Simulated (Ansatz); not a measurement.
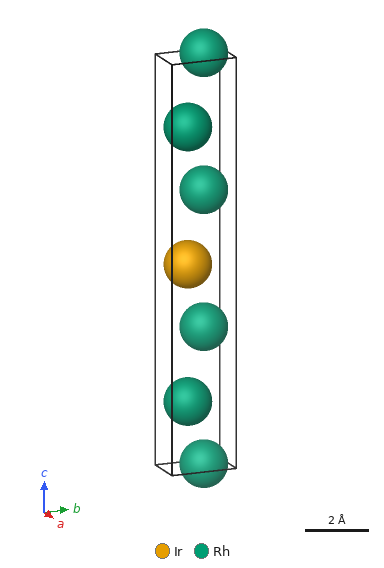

The structure above is drawn in spheres-only style and viewed slightly off an axis. One conventional unit cell is framed, with atoms on its boundary repeated.

IrRh5, space group P-6m2 (No. 187), a = 2.728 Å, b = 2.728 Å, c = 13.191 Å, α = 90.00°, β = 90.00°, γ = 120.00°. The starting point was a structure type filled with these elements by a generator (whether the compound takes this form wasn't checked). Earlier steps of the study, as a rule a relaxation of our own, may have changed the cell and positions, so they can lie some per cent off the listed ones. Ansatz was used for an electronic-structure calculation on it.

This one geometry was computed with Ansatz (DFT, plane waves, PAW) at three levels of theory: PBE, r2SCAN and PBE with spin-orbit coupling.

Which level gives the highest pressure at this volume, and what does that say about its equilibrium volume?

Answer. Highest: PBE (0.0 GPa) and PBE with spin-orbit coupling (0.3 GPa), which points to the largest equilibrium volume. Lowest, with the smallest volume: r2SCAN (-6.5 GPa). Levels within 0.5 GPa of each other can't be told apart.

How does the band gap change with the level of theory?

Answer. All levels give a metal.

Collect the results in a table.

Answer.
| level | cutoff (eV) | k-mesh of the run's cell | gap (eV) | pressure (GPa) |
| --- | --- | --- | --- | --- |
| PBE | 420 | 18×18×4 | metal | 0.0 |
| r2SCAN | 500 | 18×18×4 | metal | -6.5 |
| PBE with spin-orbit coupling | 420 | 18×18×4 | metal | 0.3 |

Gaps are taken on the k-mesh or band path of each run.
